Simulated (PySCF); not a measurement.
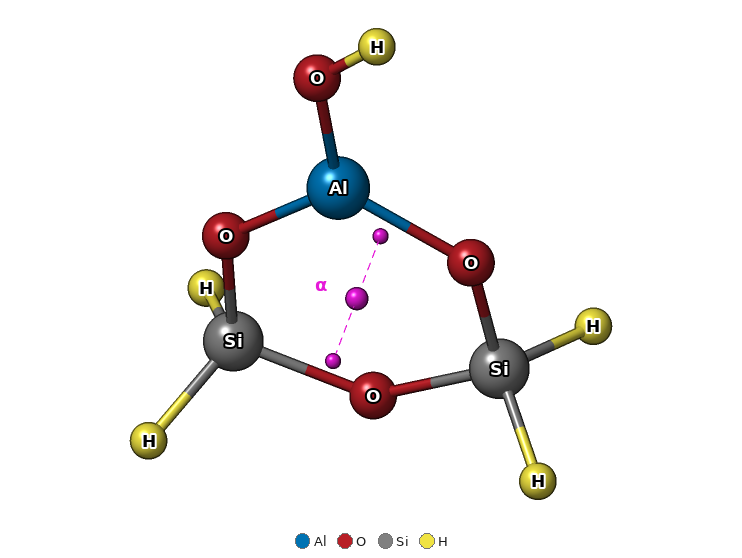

The small points mark where nucleus-independent chemical shifts (NICS) were computed: at the centre of each lettered ring and 1 Å above and below it. The geometry was computed by an optimisation with PBE0-D3(BJ)/def2-SVP. No frequency run is at hand to confirm it as a minimum. Properties computed with GIAO PBE/pcSseg-1 (pcSseg-2 on Al) NMR shielding, non-relativistic, gas phase (PySCF 2.14.0).

Give NICS(0), NICS(1) and the out-of-plane component NICS(1)zz for each ring (means of the two sides).

| ring | members | NICS(0) | NICS(1) | NICS(1)zz |
| --- | --- | --- | --- | --- |
| α | AlSi2O3 | −3.1 | −0.7 | 2.8 |

Values in ppm.

What do the values say about the ring currents?

Answer. Ring α: weak, as in a non-aromatic ring. NICS is one index among several.
